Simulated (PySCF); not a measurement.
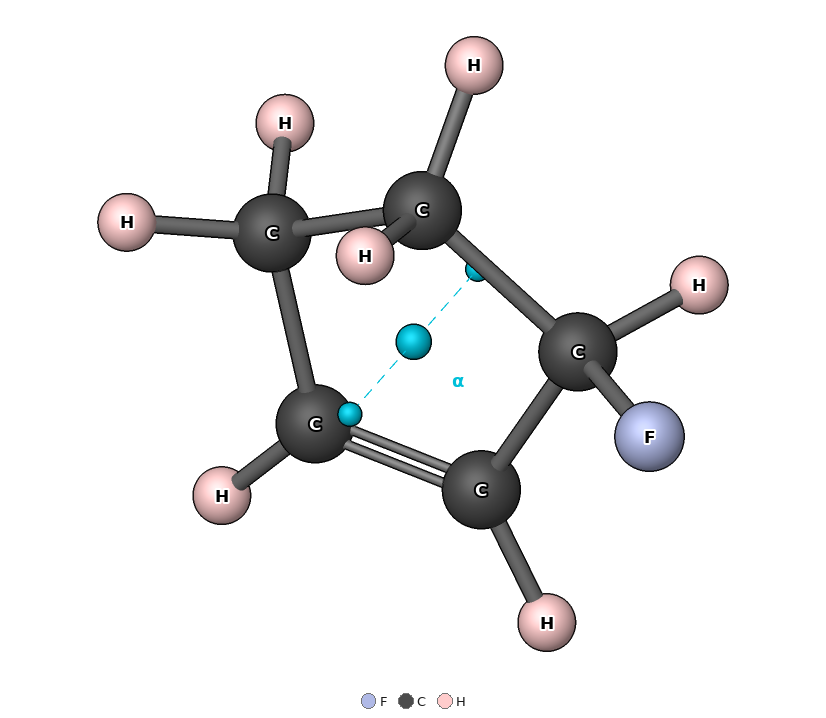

The small points mark where nucleus-independent chemical shifts (NICS) were computed: at the centre of each lettered ring and 1 Å above and below it. Computed geometry: PBE0-D3(BJ)/def2-SVP optimisation. No frequency run is at hand to confirm it as a minimum. Level of theory: GIAO KT2/pcSseg-1 NMR shielding, non-relativistic, gas phase (PySCF 2.14.0).

Give NICS(0), NICS(1) and the out-of-plane component NICS(1)zz for each ring (means of the two sides).

```
ring  members  NICS(0)  NICS(1)  NICS(1)zz
   α       C5     −3.3     −3.8       −3.9
```

Values in ppm.

### What do the values say about the ring currents?

Ring α: weak, as in a non-aromatic ring. NICS is one index among several.
